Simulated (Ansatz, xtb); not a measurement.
Breaking the Be1–H2 bond in CH4Be (SMILES [BeH][CH3]) (multiplicity 1 held, fragments rigid). Energies count from the point at 1.332 Å.
Geometry at that point (charge 0, multiplicity 1):
```xyz
6

Be    -0.93853    -0.49476    -0.13416
H     -2.10725    -1.11087    -0.30123
C      0.53117     0.28001     0.07593
H      1.01548    -0.00621     1.01576
H      0.42178     1.36972     0.09486
H      1.23710     0.04633    -0.72832
```

Restricted levels (R-, RO-) in cc, def2 and unpolarised 6-31G sets keep to the state of the molecule at rest. U- levels take the lowest unrestricted solution at each point, which mixes spins at long bonds. Active spaces are followed from a long bond inwards. Levels need not reach the same state.

Cores are frozen in the correlated methods.

Programs: Ansatz (Gaussian orbitals); xtb for the GFN methods. Values without a source in brackets are computed. The GFN methods have no spin term and hold the electronic entropy of 300 K.

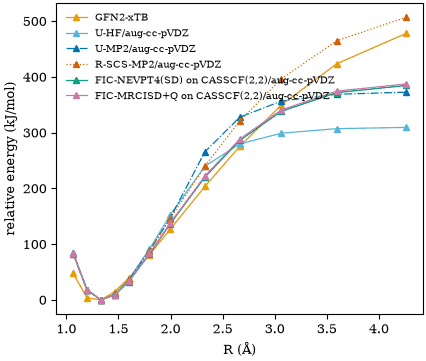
*Relative energy along the coordinate*

Read off the U-HF/aug-cc-pVDZ curve at R = 3.063.

about 300 kJ/mol

Doubts at one or more of the structures used: a spin-contaminated determinant (U-HF/aug-cc-pVDZ, U-MP2/aug-cc-pVDZ); a restricted determinant that unrestricted orbitals would lower (R-SCS-MP2/aug-cc-pVDZ).

Ansatz is a first-principles code.
